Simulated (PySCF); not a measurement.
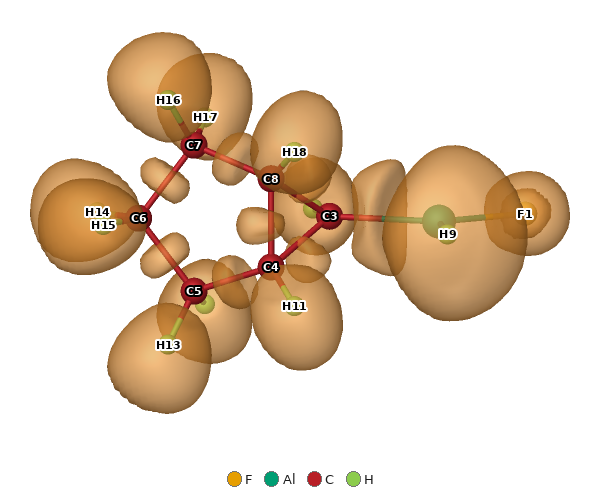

Figure 1: C6H10AlF. Isosurface of the electron localisation function at 0.8 (orange), seen across its widest extent. Core shells and regions of very low density are left out.

Geometry: GFN2-xTB.

Level of theory: wB97X-D/def2-SVPD, SCF density, gas phase in PySCF.

```
atom    x (Å)    y (Å)    z (Å)
   F   4.3791   0.9674  -0.3281
  Al   3.0079   0.0808  -0.5477
   C   1.1356   0.5702  -0.1994
   C   0.1717  -0.1275  -1.1450
   C  -1.2002   0.5024  -1.3117
   C  -2.0099  -0.0051  -0.1067
   C  -0.9836  -0.3089   0.9975
   C   0.3026  -0.6186   0.2518
   H   3.2654  -1.3242  -1.0970
   H   0.7766   1.5310   0.1717
   H   0.5753  -0.6989  -1.9733
   H  -1.1318   1.5923  -1.3004
   H  -1.6623   0.2089  -2.2538
   H  -2.7613   0.7149   0.2163
   H  -2.5240  -0.9272  -0.3825
   H  -1.2996  -1.1500   1.6139
   H  -0.8542   0.5548   1.6531
   H   0.8042  -1.5558   0.4649
```

**What do the ELF domains correspond to?**

The ELF exceeds this value in one region between bonded Al–C atoms (shared pairs), seven regions between bonded C–C atoms (shared pairs), ten regions around hydrogen nuclei and one region wrapped around F (its valence shell). Profiles from the grid: C–C (1.49 Å): the ELF peaks at about 0.90 between the atoms, as expected for a covalent bond. Al–F (1.65 Å): the ELF peaks at about 0.85 in the valence shell of F, 0.5 Å from its nucleus, and is about 0.25 at the midpoint.
